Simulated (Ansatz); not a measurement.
A series of calculations on B$_{2}$SiH$_{3}$Br

## 1. Relaxation

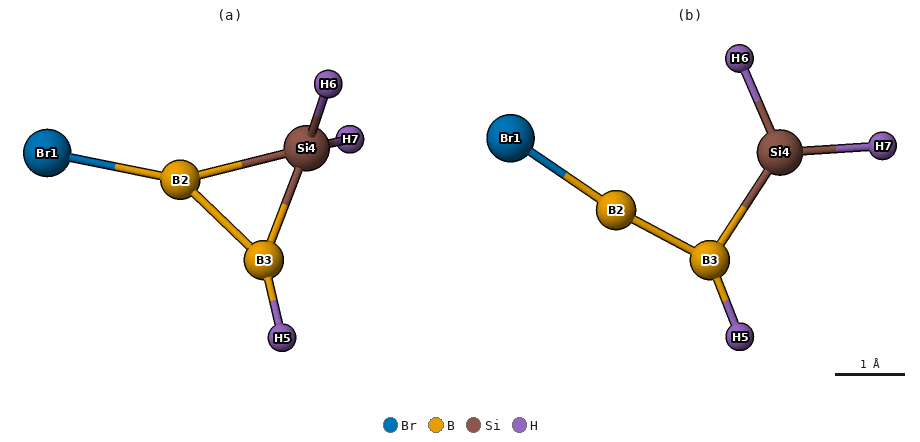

The structure of B₂SiH₃Br before (left) and after (right) a relaxation, at one scale.

The picture is a ball-and-stick view, seen at a tilt.

The run prepares an end point of a later path (hydrogen shift) calculation, from a guessed geometry.

These are results of UKS B3LYP/def2-SVP in Ansatz 0.2.0, not measurements. (collinear spin; force threshold 0.02 eV/Å; at most 50 steps)

Describe what moved and what it gained.

Answer. H7 moves most after the best rigid fit: 1.57 Å. By element the largest moves are H 1.57 Å, Br 0.68 Å, B 0.63 Å, Si 0.21 Å. Some distances before and after: B2–Si4 1.891 → 2.532 Å, B2–B3 1.757 → 1.542 Å, Br1–B2 2.002 → 1.850 Å, B3–Si4 1.790 → 1.879 Å. Bonds break, among them: B2–Si4 (1.89 → 2.53 Å). Among the angles between lasting bonds that change: B2–B3–Si4 64.4° → 95.0°, Br1–B2–B3 147.9° → 173.8°, Si4–B3–H5 147.0° → 125.9°. Groups turn about B3–Si4 by about 90°. The energy falls by 182.1 kJ/mol in 15 accepted moves (16 points after the start). Largest force component: 3.3 eV/Å at the start, 0.0098 eV/Å at the end. The line search rejected the trial step at point 11 of the run. The run took 55 s on 2 threads of Intel(R) Xeon(R) Platinum 8488C (Sapphire Rapids), with other jobs on the host, peak memory 0.33 GiB.

## 2. Relaxation

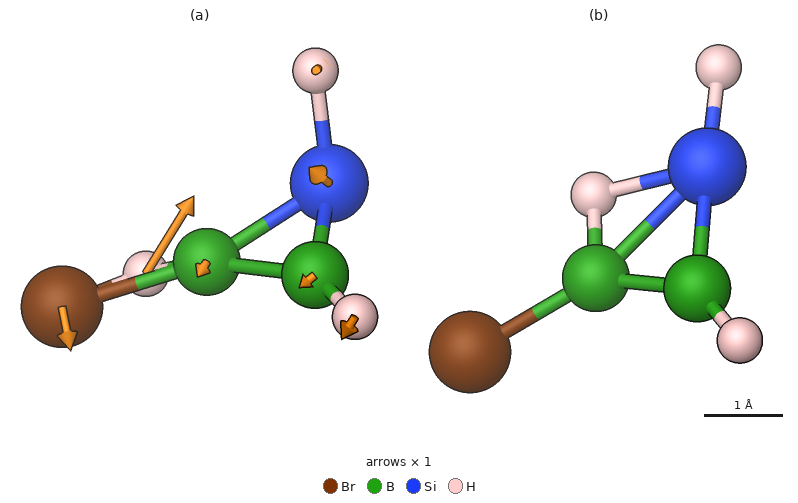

The structure of B₂SiH₃Br before (left) and after (right) a relaxation, at one scale. The orange arrows give the displacements, at their true length.

The picture is a ball-and-stick view, seen at a tilt.

The run prepares an end point of a later path (hydrogen shift) calculation, from a guessed geometry.

Method: UKS B3LYP/def2-SVP (Ansatz 0.2.0). (collinear spin; force threshold 0.02 eV/Å; at most 50 steps)

> What changed between the two?

The energy falls by 612.9 kJ/mol in 13 accepted moves (14 points after the start). Largest force component: 12 eV/Å at the start, 0.013 eV/Å at the end. The line search rejected the trial step at point 10 of the run. An H atom moves most after the best rigid fit: 1.21 Å. Largest moves by element: H 1.21 Å, Br 0.61 Å, Si 0.51 Å, B 0.28 Å. Some distances before and after: Br–H 1.226 → 2.591 Å, H–Si 2.693 → 1.671 Å, B–B 1.757 → 1.622 Å, B–H 1.170 → 1.305 Å. Bonds break, among them: Br–H (1.23 → 2.59 Å). Bond angles that change, for instance: Br–B–H 34.2° → 105.0°, Si–B–H 121.4° → 55.3°, B–Si–H 116.9° → 178.1°. The run took 46 s on 2 threads of Intel(R) Xeon(R) Platinum 8488C (Sapphire Rapids), on a shared host, peak memory 0.3 GiB.

## 3. Path

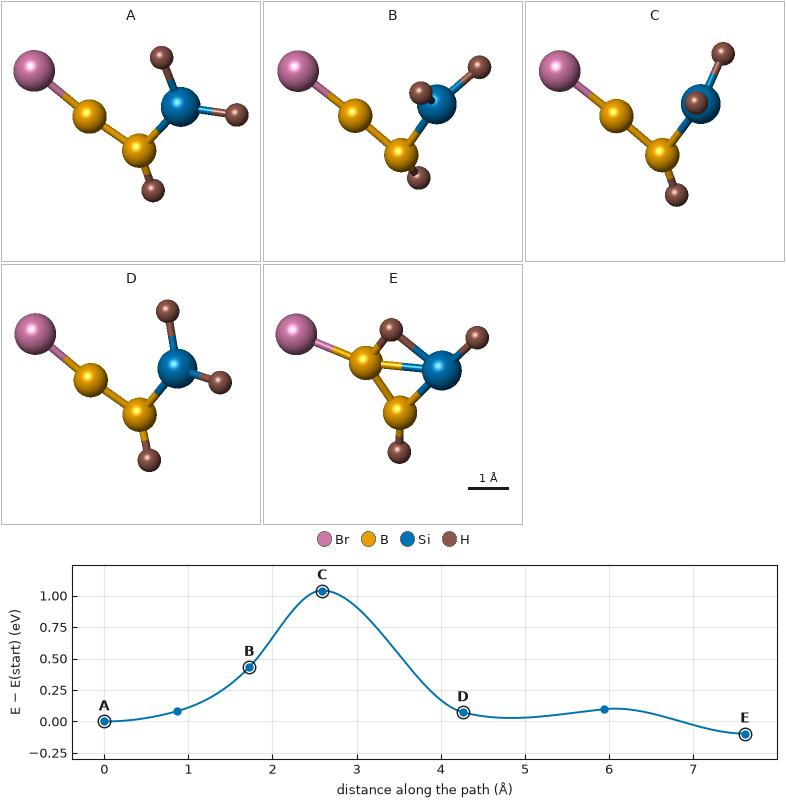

A search for the minimum-energy path of B₂SiH₃Br by the nudged elastic band. Images are numbered from 0 (start) to 6 (end). Frames A to E are images 0, 2, 3, 4, 6. The picture is a ball-and-stick view, seen at a tilt.

Level of theory: UKS B3LYP/def2-SVP in Ansatz.

The input:
```yaml
crystal:
  periodic: [false, false, false]
  atoms:
    - { symbol: Br, position_ang: [-1.720245, -2.182457, 1.107548] }
    - { symbol: B, position_ang: [-0.193091, -1.328897, 0.504608] }
    - { symbol: B, position_ang: [0.981857, -0.483913, -0.026706] }
    - { symbol: Si, position_ang: [-0.058516, 1.042892, -0.371667] }
    - { symbol: H, position_ang: [2.160277, -0.588236, -0.215184] }
    - { symbol: H, position_ang: [-1.524533, 1.125237, -0.118602] }
    - { symbol: H, position_ang: [0.415451, 2.347273, -0.925697] }
magnetization:
  spin_polarized: true
basis:
  gaussian: { orbitals: def2-SVP }
hamiltonian:
  xc: b3lyp
neb:
  order_check: false
  images: 5
  f_tol: 0.05
  max_iterations: 60
  final_atoms:
    - { symbol: Br, position_ang: [-1.39865191, -2.1111208, 1.02103482] }
    - { symbol: B, position_ang: [-0.34056988, -0.67219892, 0.298677] }
    - { symbol: B, position_ang: [1.19137054, -0.34126046, -0.11724837] }
    - { symbol: Si, position_ang: [0.14778165, 1.14465125, -0.44844654] }
    - { symbol: H, position_ang: [2.30209569, -0.76743039, -0.1793134] }
    - { symbol: H, position_ang: [-0.65668707, 2.37349929, -0.73149524] }
    - { symbol: H, position_ang: [-1.18413902, 0.30575903, 0.11109171] }
  initial_path:
    images:
      - { positions_ang: [[-1.720245, -2.182457, 1.107548], [-0.193091, -1.328897, 0.504608], [0.981857, -0.483913, -0.026706], [-0.058516, 1.042892, -0.371667], [2.160277, -0.588236, -0.215184], [-1.524533, 1.125237, -0.118602], [0.415451, 2.347273, -0.925697]] }
      - { positions_ang: [[-1.72163165, -2.18554676, 0.89383535], [-0.28202505, -1.11341846, 0.37049261], [1.05547274, -0.36170073, -0.00671503], [-0.05317326, 1.05850573, -0.38445775], [2.23566886, -0.51109597, -0.08667355], [-1.15488699, 1.44848377, 0.13327112], [-0.01822466, 1.59667143, -0.96545275]] }
      - { positions_ang: [[-1.7230183, -2.18863653, 0.68012269], [-0.3709591, -0.89793992, 0.23637723], [1.12908849, -0.23948847, 0.01327595], [-0.04783052, 1.07411946, -0.3972485], [2.31106072, -0.43395594, 0.0418369], [-0.78524097, 1.77173055, 0.38514423], [-0.45190032, 0.84606986, -1.0052085]] }
      - { positions_ang: [[-1.72440496, -2.19172629, 0.46641004], [-0.45989315, -0.68246138, 0.10226184], [1.20270423, -0.1172762, 0.03326692], [-0.04248777, 1.08973318, -0.41003925], [2.38645258, -0.35681591, 0.17034734], [-0.41559496, 2.09497732, 0.63701735], [-0.88557598, 0.09546829, -1.04496424]] }
      - { positions_ang: [[-1.61582061, -2.1648578, 0.65128497], [-0.42011872, -0.67904056, 0.16773356], [1.19892633, -0.19193762, -0.01690484], [0.02093537, 1.1080392, -0.42284168], [2.35833362, -0.49368741, 0.05379376], [-0.49595899, 2.18781797, 0.18084649], [-0.98509699, 0.1655652, -0.65961226]] }
      - { positions_ang: [[-1.50723626, -2.1379893, 0.8361599], [-0.3803443, -0.67561974, 0.23320528], [1.19514844, -0.26659904, -0.06707661], [0.08435851, 1.12634523, -0.43564411], [2.33021465, -0.6305589, -0.06275982], [-0.57632303, 2.28065863, -0.27532438], [-1.08461801, 0.23566212, -0.27426027]] }
      - { positions_ang: [[-1.39865191, -2.1111208, 1.02103482], [-0.34056988, -0.67219892, 0.298677], [1.19137054, -0.34126046, -0.11724837], [0.14778165, 1.14465125, -0.44844654], [2.30209569, -0.76743039, -0.1793134], [-0.65668707, 2.37349929, -0.73149524], [-1.18413902, 0.30575903, 0.11109171]] }
```

Run as
```bash
ansatz run input.yaml --threads 2 --pin off --max-ram 3072MiB --backend cpu --events-out ev --progress --plain --runs-dir out
```

Read off the barrier and say what moves.

Answer. The path has more than one stage, and so few images may leave a stage unresolved. Forming: B–H (3.99 → 1.31 Å). The energy climbs by 1.04 eV to image 3 and then falls by 1.14 eV, so the end point sits at −0.10 eV. The band converged in 23 iterations. The largest component of the band force went from 67 to 0.035 eV/Å. The climbing image converged on the top of the path. Its vibrational analysis gives 2 imaginary modes over 30i cm⁻¹, so it isn't confirmed as a transition state.
